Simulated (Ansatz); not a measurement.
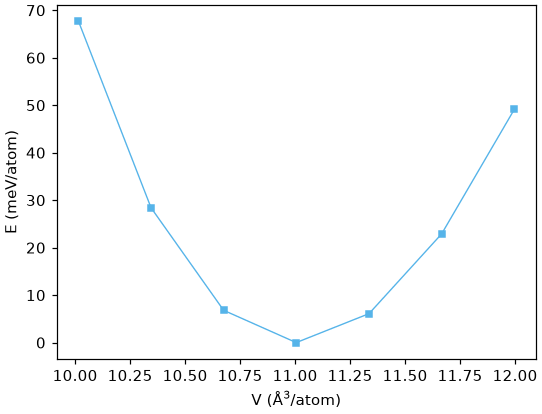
CaTiO$_{3}$ (cubic perovskite, Pm-3m) under volume change, LDA (plane waves, PAW; program Ansatz), scaled uniformly.

Question: What does a third-order Birch–Murnaghan fit give for V₀, B₀ and B′?

Answer: V₀ = 11.01 Å³/atom, B₀ = 205 GPa, B′ = 4.3.

The workflow started from an entry of the Crystallography Open Database (COD), which files this formula under 5 space groups. Whether it is the stable phase at ambient conditions was not checked. The cell was relaxed with LDA under the symmetry of its start. At this level the phase is dynamically unstable (imaginary phonons). No spin polarisation was allowed.

Potentials: the later of the program's two PAW sets.
